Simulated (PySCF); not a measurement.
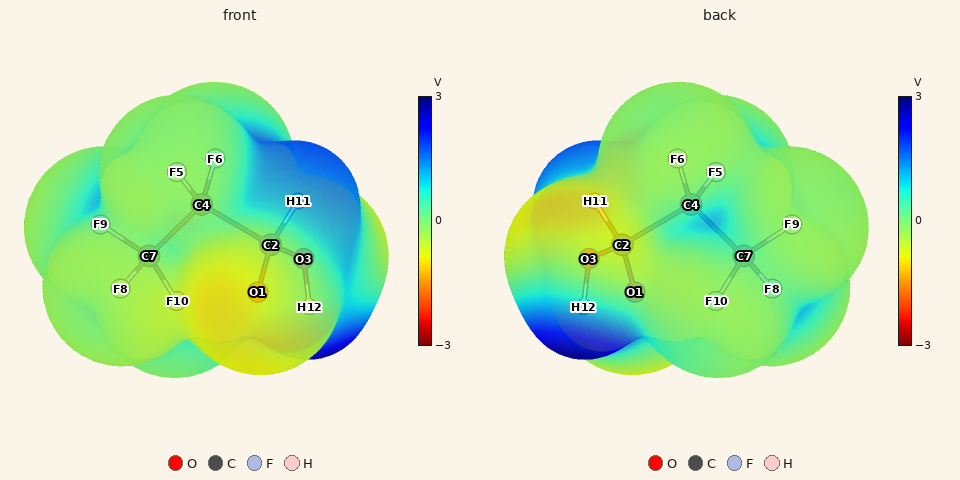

The picture shows: C3H2F5O2 (doublet). The molecular electrostatic potential painted on the density surface at 0.002 e/bohr³, seen from the front and from behind; the colour scale runs from red (negative) to blue (positive).

Geometry: GFN2-xTB.

All numbers below come from PySCF 2.14.0, density-fitted response routines, UKS B3LYP, pcH-1 on C F H O, non-relativistic, mean-field spin-orbit, GIAO.

```xyz
12

O     1.2948   -0.2701    1.3319
C     1.2254    0.0491    0.1099
O     1.4295   -0.9104   -0.8590
C    -0.2177    0.7409   -0.2345
F    -0.3177    1.9183    0.3879
F    -0.3198    0.9677   -1.5465
C    -1.3585   -0.1957    0.2449
F    -1.5163   -0.1138    1.5563
F    -2.5100    0.1426   -0.3309
F    -1.1122   -1.4661   -0.0660
H     1.8832    0.9208   -0.1721
H     1.5204   -1.7841   -0.4480
```

Which sites attract a positive test charge, and which a negative one?

A positive charge is drawn to the negative regions and a negative charge to the positive ones. The most negative region (about −1.0 V) lies over O1 and O3, the most positive (about +2.8 V) over H12.
